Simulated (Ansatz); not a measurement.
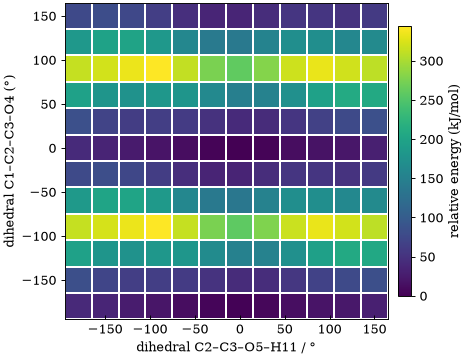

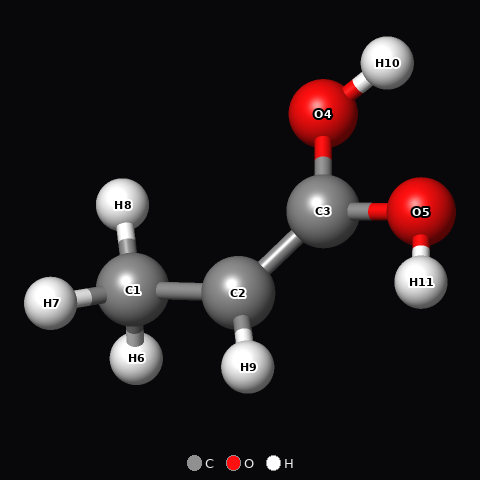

Energy landscape of C3H6O2, SMILES CC=C(O)O. The first coordinate is: dihedral C2–C3–O5–H11; the second: dihedral C1–C2–C3–O4. Nothing is relaxed (all other coordinates rigid). The scan uses a 12 × 12 grid. Points are written as (first, second). Energies: kJ/mol, counted from the lowest grid point. Energies and slopes of some neighbouring points disagree (a jump in structure or state, or too coarse a mesh). The dihedral twists a double bond; near 90° a spin-restricted reference is unreliable. All numbers below come from Ansatz, RKS B3LYP-D4/def2-TZVP.

In the figure: one coloured cell a grid point. The second picture is the structure at the lowest point.

Q: What does the map say about the system?

A: The lowest grid point is at (0°, 0°). Other grid points that lie below all their neighbours: (0°, −180°) (1.5 kJ/mol higher). The highest grid point, (−90°, −90°), lies 344 kJ/mol above the lowest.

The input of one point:

```yaml
crystal:
  periodic: [false, false, false]
  atoms:
    - { symbol: C, position_ang: [-0.982205, -0.523543, 1.048538] }
    - { symbol: C, position_ang: [0.33263, 0.073433, 0.649887] }
    - { symbol: C, position_ang: [0.698215, 0.370359, -0.595694] }
    - { symbol: O, position_ang: [-0.103497, 0.157717, -1.664338] }
    - { symbol: O, position_ang: [1.889878, 0.900469, -0.997458] }
    - { symbol: H, position_ang: [-0.878997, -1.552602, 1.407477] }
    - { symbol: H, position_ang: [-1.448698, 0.049488, 1.85433] }
    - { symbol: H, position_ang: [-1.710238, -0.543719, 0.231332] }
    - { symbol: H, position_ang: [1.056062, 0.289183, 1.423903] }
    - { symbol: H, position_ang: [0.319171, 0.546088, -2.440225] }
    - { symbol: H, position_ang: [2.45662, 1.03787, -0.229862] }
basis:
  gaussian: { orbitals: def2-TZVP }
hamiltonian:
  xc: { name: B3LYP }
  dispersion: d4
output:
  forces: true
```

The whole map (144 points run) took 25 min on 1 thread of Arm Neoverse V2, on a shared host.
